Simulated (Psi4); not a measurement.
**CH4Si (SMILES [CH][SiH3]), run twice**

Aim: energy and one-electron properties of CH4Si at UHF/6-31+G* (ZORA, Cartesian functions, ddPCM benzene).

The results are computed with Psi4 1.11.

2 further runs of the same task are left out: 1 that didn't finish, 1 set aside as unsound or not needed.

### 1 The structure to begin with

CH4Si: 6 atoms, total charge 0, spin state triplet. As SMILES, `[CH][SiH3]`. The coordinates come from a GFN2-xTB relaxation.

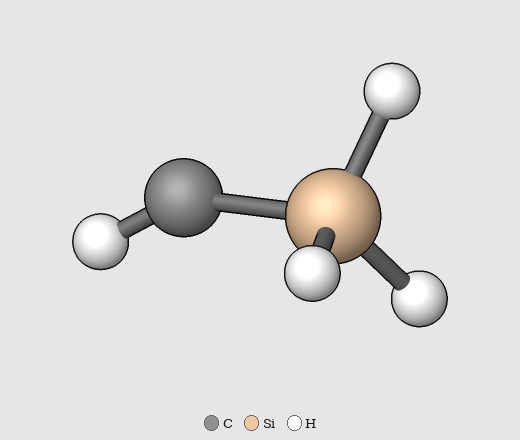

Viewed from a chosen angle; carbon grey, silicon light orange, hydrogen white.

### 2 The input as first written

Contents of ch4si.py:

```python
import psi4

psi4.set_memory('1600 MB')
psi4.set_num_threads(1)
psi4.core.set_output_file('psi4.out', False)

molecule = psi4.geometry("""
0 4
C      1.26103314    -1.61036791     1.38819281
Si    -0.48925009     0.76401627    -0.33748619
H      2.15030046    -3.42699943     1.38135200
H     -2.91796390    -0.27060878    -1.21815525
H      0.96650043     1.62699750    -2.54644375
H     -0.97060113     2.91696235     1.33257817
units au
symmetry c1
""")

options = {'basis': '6-31+G*', 'reference': 'uhf', 'scf_type': 'pk', 'relativistic': 'zora', 'ddx': True, 'ddx_model': 'pcm', 'ddx_solvent': 'benzene', 'ddx_radii_set': 'uff'}
psi4.set_options(options)

E, wfn = psi4.energy("scf", molecule=molecule, return_wfn=True)
psi4.oeprop(wfn, "LOWDIN_CHARGES", "MULTIPOLE(3)", "ESP_AT_NUCLEI", "WIBERG_LOWDIN_INDICES", title="SCF")
print(f'total energy {E:.8f} hartree = {E * 27.211386:.5f} eV')
```

On the command line:

```
$ python ch4si.py
```

stdout:

```text
qcelemental.exceptions.ValidationError: Inconsistent or unspecified chg/mult: sys chg: None, frag chg: [0.0], sys mult: None, frag mult: [4]
```

Wall time 0.66 s (1 thread of Intel Xeon 6975P-C (Granite Rapids), shared host); peak memory 0.13 GiB.

### 3 Reading the log

The input was rejected.

The telling line is `qcelemental.exceptions.ValidationError: Inconsistent or unspecified chg/mult: sys chg: None, frag chg: [0.0], sys mult: None, frag mult: [4]`. Cause: the spin state typed doesn't suit the molecule. To mend it: multiplicity 3 in place of 4.

### 4 The mended input

Contents of run.py:

```python
import psi4

psi4.set_memory(1600000000)
psi4.set_num_threads(1)
psi4.core.set_output_file('run.log', False)

m = psi4.geometry("""
0 3
C      1.26103314    -1.61036791     1.38819281
Si    -0.48925009     0.76401627    -0.33748619
H      2.15030046    -3.42699943     1.38135200
H     -2.91796390    -0.27060878    -1.21815525
H      0.96650043     1.62699750    -2.54644375
H     -0.97060113     2.91696235     1.33257817
units bohr
symmetry c1
""")

options = {'basis': '6-31+G*', 'reference': 'uhf', 'scf_type': 'pk', 'relativistic': 'zora', 'ddx': True, 'ddx_model': 'pcm', 'ddx_solvent': 'benzene', 'ddx_radii_set': 'uff'}
psi4.set_options(options)

result, w = psi4.energy("scf", return_wfn=True)
psi4.oeprop(w, "LOWDIN_CHARGES", "MULTIPOLE(3)", "ESP_AT_NUCLEI", "WIBERG_LOWDIN_INDICES", title="SCF")
print('E =', round(result, 9))
```

On the command line:

```
$ python run.py
```

run.log:

```text
[...]
  Running in c1 symmetry.
[...]
  Nuclear repulsion =   49.989461623393908
[...]
  Multiplicity = 3
[...]
  Nalpha       = 13
  Nbeta        = 11
[...]
    Number of basis functions: 50
[...]
   @UHF iter   1:  -329.86725117297237   -8.30181e-01   4.91021e-03 DIIS/ADIIS
[...]
   @UHF iter   9:  -329.95160187567177   -5.85795e-08   9.64183e-07 DIIS
[...]
   @S^2 Observed:                2.021592440E+00
[...]
    Orbital Energies [Eh]
    ---------------------
    Alpha Occupied:
       1A    -69.131783     2A    -11.269155     3A     -6.160385
       4A     -4.240771     5A     -4.240490     6A     -4.240026
       7A     -0.953702     8A     -0.718132     9A     -0.554331
      10A     -0.510967    11A     -0.506303    12A     -0.412213
      13A     -0.398684
    Alpha Virtual:
      14A      0.044530    15A      0.058660    16A      0.079248
      17A      0.089119    18A      0.121003    19A      0.144054
      20A      0.148219    21A      0.203546    22A      0.208407
      23A      0.227261    24A      0.227936    25A      0.330500
[...]
  @UHF Final Energy:  -329.95160187567177
   => Energetics <=
    Nuclear Repulsion Energy =             49.9894616233939075
    One-Electron Energy =                -554.2963529342550828
    Two-Electron Energy =                 174.3558826931280237
    DD Solvation Energy =                 -0.0005932579386511
    Total Energy =                       -329.9516018756717699
  UHF NO Occupations:
  HONO-2 :   11  A 1.9918107
[...]
 Multipole Moments:
 ------------------------------------------------------------------------------------
     Multipole            Electronic (a.u.)      Nuclear  (a.u.)        Total (a.u.)
 ------------------------------------------------------------------------------------
 L = 1.  Multiply by 2.5417464519 to convert [e a0] to [Debye]
 Dipole X            :          0.4902459           -0.4187516            0.0714943
 Dipole Y            :         -0.5025643            0.2970026           -0.2055616
 Dipole Z            :          0.7153369           -0.8043801           -0.0890432
 Magnitude           :                                                    0.2351504
 L = 2.  Multiply by 1.3450342976 to convert [e a0^2] to [Debye ang]
 Quadrupole XX       :        -44.5666808           27.9140216          -16.6526591
 Quadrupole XY       :         24.4287897          -25.2565269           -0.8277372
[...]
```

On the terminal:

```text
E = -329.951601876
```

Run time: 8.1 s. Hardware: 1 thread of Intel Xeon 6975P-C (Granite Rapids), shared host; peak memory 0.41 GiB.

Atomic charges (e):

```
atom  Löwdin
  C1  -0.528
 Si2  +0.368
  H3  +0.234
  H4  -0.024
  H5  -0.027
  H6  -0.022
```

### 5 Outcome

Level: UHF/6-31+G* (ZORA, Cartesian functions, ddPCM benzene).

| quantity | value |
| --- | --- |
| total energy | -329.95160 Eh |
| dipole moment | 0.60 D |
| HOMO energy (highest over α and β) | -10.85 eV |
| LUMO energy (lowest over α and β) | 1.21 eV |
| solvent term in the energy | -1.6 kJ/mol |
| ⟨S²⟩ | 2.022 |
